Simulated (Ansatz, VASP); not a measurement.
# Cross-check of CdS (Hawleyite) between VASP and Ansatz, part 3 of 3

Aim: how closely do two programs agree when they are given the same cell, functional and k mesh? The cell is taken from a series of VASP runs on this material, whose earlier steps may have relaxed, scaled or displaced it; both programs get it as it stands. Valence electrons are named where the data sets of a main pair hold unlike numbers.

VASP 6.6.1 and Ansatz 0.2.0.

So far. Step 5 (VASP: band structure, LDA, spin-orbit coupling): The run ends at a pressure of -2.43 GPa. Step 8 (VASP: band structure, r2SCAN, spin-orbit coupling): The run ends at a pressure of 1.36 GPa.

### 9. Ansatz: band structure, r2SCAN, spin-orbit coupling

Level of this step: Ansatz beside VASP: Kohn-Sham DFT, plane waves, r2SCAN, spin-orbit coupling (Ansatz).

The same cell, functional, mesh and smearing now go to Ansatz, which takes its cutoff from its data sets.

The cell is taken from a series of VASP runs on this material, whose earlier steps may have relaxed, scaled or displaced it; both programs get it as it stands.

Input file input.yaml:

```yaml
crystal:
  lattice:
    - [0.0, 2.9165, 2.9165]
    - [2.9165, 0.0, 2.9165]
    - [2.9165, 2.9165, 0.0]
  atoms:
    - { symbol: Cd, position: [0.0, 0.0, 0.0] }
    - { symbol: S, position: [0.75, 0.75, 0.75] }
hamiltonian:
  xc: r2scan
  pseudopotentials: { kind: paw_fr }
magnetization:
  noncollinear: true
  spin_orbit: true
kpoints:
  mp_grid: { grid: [6, 6, 6] }
  band_path:
    path:
      - [0.0, 0.0, 0.0]
      - [0.16667, 0.0, 0.16667]
      - [0.33333, 0.0, 0.33333]
      - [0.5, 0.0, 0.5]
      - [0.5, 0.08333, 0.58333]
      - [0.5, 0.19444, 0.69444]
      - [0.5, 0.25, 0.75]
      - [0.45833, 0.29167, 0.75]
      - [0.40278, 0.34722, 0.75]
      - [0.375, 0.375, 0.75]
      - [0.20833, 0.20833, 0.41667]
      - [0.08333, 0.08333, 0.16667]
      - [0.0, 0.0, 0.0]
      - [0.22222, 0.22222, 0.22222]
      - [0.38889, 0.38889, 0.38889]
      - [0.51389, 0.47222, 0.51389]
      - [0.55556, 0.38889, 0.55556]
      - [0.61111, 0.27778, 0.61111]
      - [0.61111, 0.25, 0.63889]
      - [0.56944, 0.25, 0.68056]
      - [0.51389, 0.25, 0.73611]
      - [0.5, 0.27778, 0.72222]
      - [0.5, 0.38889, 0.61111]
      - [0.5, 0.47222, 0.52778]
      - [0.48611, 0.48611, 0.52778]
      - [0.43056, 0.43056, 0.63889]
      - [0.38889, 0.38889, 0.72222]
      - [0.59722, 0.19444, 0.59722]
      - [0.55556, 0.11111, 0.55556]
      - [0.5, 0.0, 0.5]
    npoints: 1
scf:
  occupations: { method: gaussian, width: 0.03 }
  n_extra_bands: 14
output:
  forces: true
  stress: true
  eigenvalues: true
```

The run is started by

```
$ ansatz run input.yaml --threads 2 --pin off --max-ram 4608MiB --backend cpu --events-out ev --progress --plain --runs-dir out
```

Numbers of over 12 decimals in the logs are rounded to 6 here.

Log:

```text
[...]
Crystal: 2 atoms, lattice volume = 49.615 Å³
Basis set: ecut = 500 eV, 1243 PW (Γ), exchange–correlation on 128×128×128 points (64 copies of the dense FFT grid, shifted against one another)
Bands: 40, of which v1, the nominal top of the filled ones, is band 26 counted from 1 (25 counted from 0)
[...]
k-point 1: bands = [... 22 lower, 6.4229, 6.4229, 6.4388, 6.4676, 9.3738, 9.3738, 13.2745, 13.2745, ... 10 higher]
  k-point 2: bands = [... 22 lower, 6.0394, 6.0394, 6.0615, 6.0897, 10.0881, 10.0881, 13.7789, 13.7789, ... 10 higher]
  k-point 15: bands = [... 22 lower, 4.3918, 4.4623, 4.4719, 4.4971, 11.6687, 11.6882, 12.2220, 12.2405, ... 10 higher]
[key lines of the parts left out:]
SCF converged after 7 iterations
Magnetization: |M| = 0.0000 μB,  M = (+0.0000, +0.0000, +0.0000) μB
Free energy (F): -9167.232532 eV
Fermi energy:    7.450054 eV
P = ⅓ Tr σ = 1.4151 GPa (14.151 kbar)
```

Elapsed: 19 s, on 2 threads of Intel Xeon Platinum 8259CL at 2.50GHz (Skylake/Cascade Lake), shared host; peak memory 0.61 GiB.

### 10. Side by side

What differs besides the data sets and the points named for the pairs above, as far as they apply: VASP keeps PBE cores, Ansatz makes them for the functional; the data sets hold 26 valence electrons in Ansatz (on its fully relativistic PAW (standard-fr) files) and 18 in VASP; the cutoff is 500 eV in Ansatz and 350 eV in VASP. Total energies have different zeros and are not compared.

Both answers:

```
                     quantity  Ansatz   VASP  difference
               pressure (GPa)    1.42   1.36       +0.05
gap over the path points (eV)   1.581  1.573      +0.008
```

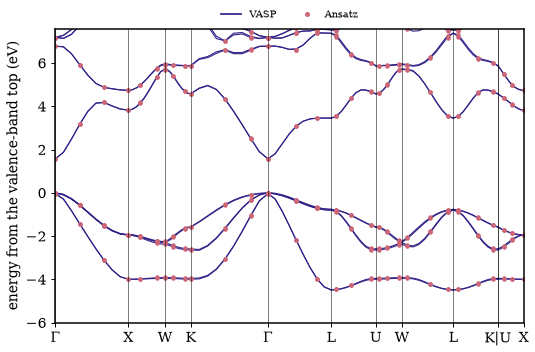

Bands from VASP (lines) and levels from Ansatz (dots). Dots without a line are higher empty bands that the VASP plot leaves out.

Levels at points of the path, from each program's valence-band top (eV; 8 filled, then empty):

```
k (reciprocal lattice)                                                                         Ansatz                                                                           VASP
     0.000 0.000 0.000      -7.37 -7.37 -0.04 -0.04 0.00 0.00 0.00 0.00 1.58 1.58 6.77 6.77 7.17 7.17      -7.33 -7.33 -0.04 -0.04 0.00 0.00 0.00 0.00 1.57 1.57 6.78 6.78 7.19 7.19
     0.167 0.000 0.167  -7.32 -7.32 -1.42 -1.42 -0.57 -0.57 -0.55 -0.55 3.16 3.16 5.93 5.93 7.72 7.72  -7.28 -7.28 -1.43 -1.43 -0.57 -0.57 -0.56 -0.56 3.17 3.17 5.93 5.93 7.75 7.75
     0.333 0.000 0.333  -7.16 -7.16 -3.10 -3.10 -1.51 -1.51 -1.50 -1.50 4.18 4.18 4.89 4.89 8.80 8.80  -7.12 -7.12 -3.11 -3.11 -1.52 -1.52 -1.50 -1.50 4.18 4.18 4.88 4.88 8.82 8.82
     0.500 0.000 0.500  -6.89 -6.89 -3.98 -3.98 -1.94 -1.94 -1.93 -1.93 3.84 3.84 4.75 4.75 9.74 9.74  -6.85 -6.85 -4.00 -4.00 -1.95 -1.95 -1.94 -1.94 3.82 3.82 4.74 4.74 9.78 9.78
     0.500 0.083 0.583  -6.89 -6.82 -3.97 -3.96 -2.06 -2.02 -2.01 -2.00 4.16 4.18 4.99 5.00 9.44 9.45  -6.85 -6.78 -3.99 -3.97 -2.07 -2.04 -2.02 -2.02 4.15 4.17 4.98 4.99 9.48 9.49
     0.500 0.194 0.694  -6.84 -6.70 -3.94 -3.91 -2.32 -2.24 -2.23 -2.20 5.33 5.34 5.75 5.77 8.17 8.33  -6.80 -6.66 -3.95 -3.93 -2.33 -2.26 -2.24 -2.21 5.33 5.34 5.75 5.77 8.20 8.36
     0.500 0.250 0.750  -6.83 -6.68 -3.93 -3.90 -2.36 -2.28 -2.27 -2.24 5.70 5.72 5.93 5.96 7.67 7.86  -6.78 -6.63 -3.95 -3.92 -2.37 -2.30 -2.28 -2.25 5.70 5.72 5.93 5.96 7.69 7.88
     0.458 0.292 0.750  -6.84 -6.69 -3.94 -3.91 -2.49 -2.43 -2.04 -1.99 5.38 5.40 5.89 5.92 7.94 8.08  -6.80 -6.65 -3.96 -3.93 -2.50 -2.44 -2.05 -2.00 5.38 5.40 5.90 5.92 7.96 8.11
     0.403 0.347 0.750  -6.87 -6.72 -3.97 -3.94 -2.61 -2.56 -1.65 -1.62 4.69 4.71 5.87 5.88 8.75 8.80  -6.83 -6.68 -3.98 -3.95 -2.62 -2.57 -1.66 -1.63 4.68 4.70 5.87 5.89 8.78 8.83
     0.375 0.375 0.750  -6.87 -6.72 -3.97 -3.94 -2.63 -2.58 -1.58 -1.56 4.58 4.59 5.86 5.88 8.90 8.94  -6.83 -6.68 -3.99 -3.96 -2.64 -2.59 -1.59 -1.57 4.57 4.58 5.87 5.88 8.93 8.98
```

Among the levels compared at these points, filled levels agree within 46 meV and empty ones within 40 meV. Ansatz's pressure holds a Pulay correction of 0.05 GPa; VASP's holds none.

### 11. Results

```yaml
largest_difference_of_a_filled_level_at_the_path_points_band_structure_lda: 12 meV
largest_difference_of_a_filled_level_at_the_path_points_band_structure_lda_spin_orbit_coupling: 12 meV
largest_difference_of_a_filled_level_at_the_path_points_band_structure_r2scan_spin_orbit_coupling: 46 meV
```

The largest difference of a filled level at the path points is 46 meV (band structure, r2SCAN, spin-orbit coupling), within the 80 meV picked in this series as the mark of a large difference. The data sets hold unlike numbers of valence electrons (26 in Ansatz and 18 in VASP), so part of the differences comes from the potentials. 6 further runs of this series are not shown here. How closely two codes agree says nothing of how well the functional describes the real material.

[Lines on the potential files, build, host, timing and source positions are cut from VASP's logs without a mark.]

[Logs are printed without paths, hosts, clocks, repeated set-up lines and the standing remarks that a program may print on its own settings, such as how far it seeks lower states.]

[Hosts, paths, dates, database ids (printed as entryN), source tags and the programs' standing remarks are cut or masked in the printed files.]
